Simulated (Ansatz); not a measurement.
System: ClGaH2O2···HBr.

The calculation's input:

```
crystal:
  periodic: [false, false, false]
  atoms:
    - { symbol: Ga, position_ang: [-0.725986, 0.368292, -0.205362] }
    - { symbol: Br, position_ang: [2.703466, -0.657187, 0.803583] }
    - { symbol: O, position_ang: [-0.28956, 1.285203, -1.627907] }
    - { symbol: O, position_ang: [-1.296789, 1.143733, 1.253794] }
    - { symbol: H, position_ang: [1.802717, -1.762409, 0.464227] }
    - { symbol: Cl, position_ang: [-0.714287, -1.8466, -0.304167] }
    - { symbol: H, position_ang: [0.045533, 0.844522, -2.392453] }
    - { symbol: H, position_ang: [-1.525094, 0.624346, 2.008286] }
basis:
  gaussian: { orbitals: def2-SVP }
hamiltonian:
  xc: hf
relax:
  f_tol: 0.03
  max_steps: 50
output:
  orbitals: {}
```

Command:

```sh
ansatz run input.yaml --threads 2 --pin off --max-ram 3072MiB --backend cpu --events-out ev --progress --plain --runs-dir out
```

The fields are those of the run's last geometry, not of the input's.

These are results of RHF/def2-SVP in Ansatz 0.2.0, not measurements.

Question: Predict the electron density and electron localisation function between the atoms.

Answer: Ga–O (1.75 Å): ρ is about 0.94 e/Å³ halfway; the ELF peaks at about 0.85 in the valence shell of O, 0.6 Å from its nucleus, and is about 0.25 at the midpoint.
O–H (0.94 Å): ρ is about 3.8 e/Å³ halfway; the ELF climbs to about 1 towards the hydrogen, as it does in any bond to H: a covalent bond by its length.

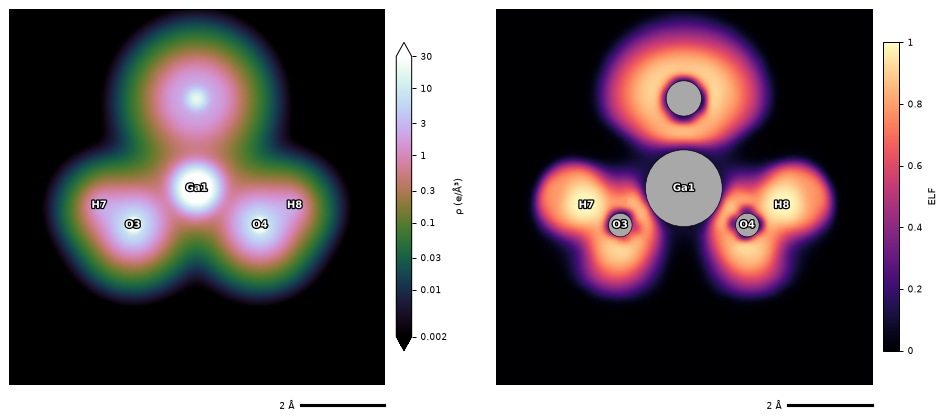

Computed electron density and electron localisation function on the plane of atoms O3, Ga1 and O4, in this order. Grey discs cover the atomic cores in the ELF map. 
